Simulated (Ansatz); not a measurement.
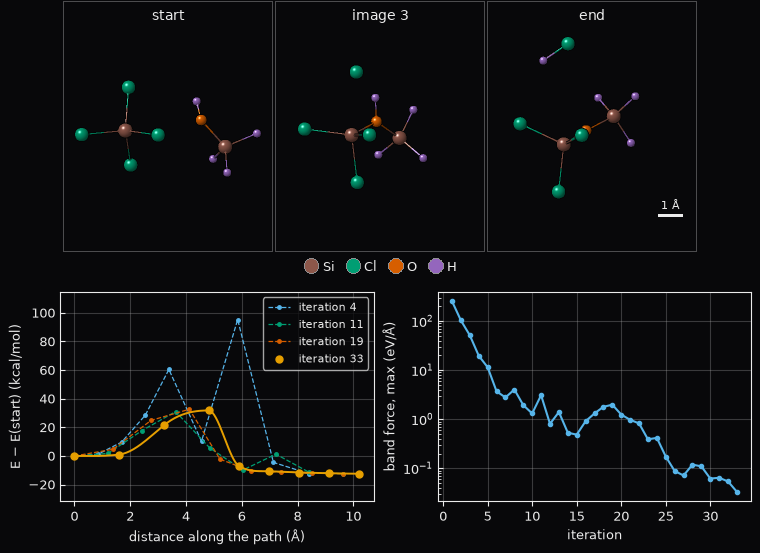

A nudged-elastic-band calculation for Si2H4OCl4, made up at the start of SiCl4 and SiH$_{4}$O. Images are numbered from 0 (start) to 8 (end). The plot follows the band through its iterations. A ball-and-stick model, seen at a tilt.

Computed with RHF/def2-SVP (Ansatz 0.2.0). Set-up: 7 movable images; climbing image; force threshold 0.05 eV/Å; iteration limit 60; starting path through a guess of the saddle point.

How did the profile develop, and is the result final?

The result is final at these settings. The band converged in 33 iterations. The largest component of the band force went from 250 to 0.033 eV/Å. The climbing image converged on the top of the path. Its vibrational analysis gives one imaginary mode (240i cm⁻¹), as a transition state must have. The first iteration put the highest image at 1331.9 kcal/mol. The energy climbs by 31.8 kcal/mol to image 3 and then falls by 44.2 kcal/mol, so the end point sits at −12.4 kcal/mol.

Limits of the set-up: the start holds two separate molecules, 3.2 Å apart at their closest, whose relative position is a soft coordinate and is computed without a dispersion correction; Hartree-Fock leaves out electron correlation.
